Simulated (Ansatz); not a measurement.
**Fields on a plane of HfO2 (tetragonal-ZrO2 type, space group P4_2/nmc)**

```
HfO2
1.0
    3.60482     0.00000     0.00000
    0.00000     3.60482     0.00000
    0.00000     0.00000     5.26502
Hf O
2 4
Direct
  0.00000   0.00000   0.00000
  0.50000   0.50000   0.50000
  0.00000   0.50000   0.19324
  0.00000   0.50000   0.69324
  0.50000   0.00000   0.30676
  0.50000   0.00000   0.80676
```

The slice is a (0 -1 1) plane (indices of the conventional cell) through the point (0.000, 0.000, 0.000) (fractional), spanned by u = [100] and v = [011] in vectors of this cell: u (3.60 Å) and v (6.38 Å, at 90° to u). It covers one period; positions are fractions (u, v).

Atoms on it: Hf at (0.00, 0.00); Hf at (0.50, 0.50). Other atoms lie within 1 Å of the plane.

Computed with PBE (plane waves to 420 eV, PAW, scalar-relativistic; Ansatz, a program for electronic structure). k mesh 9×9×6. Near the nuclei the fields are pseudised (PAW); where an atom keeps semicore shells as valence, they peak there. HfO2 is run without spin polarisation. HfO2 was relaxed with its symmetry unable to fall. Spin-orbit coupling is left out, though Hf is heavy. The PAW data are Ansatz's earlier set. This is a high-temperature form of HfO2.

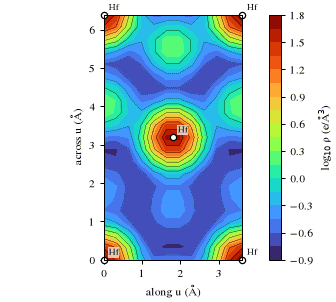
Figure. Log₁₀ of the valence density in e/Å³, one period of the plane, atoms marked. The scale is logarithmic, as a density can span decades between atoms and voids.

```
v \ u   0.00   0.18   0.36   0.55   0.73   0.91
-----  -----  -----  -----  -----  -----  -----
0.90   0.010  0.006  0.055  0.121  0.018  0.006
0.75   0.035  0.006  0.013  0.031  0.002  0.023
0.60   0.135  0.032  0.005  0.009  0.010  0.089
0.45   0.005  0.003  0.011  0.009  0.004  0.005
0.30   0.021  0.007  0.003  0.005  0.002  0.016
0.15   0.004  0.003  0.012  0.020  0.005  0.004
0.00   0.008  0.006  0.012  0.018  0.005  0.009
```

Values: density of the highest valence band (whole band, smooth part) in e/Å³.
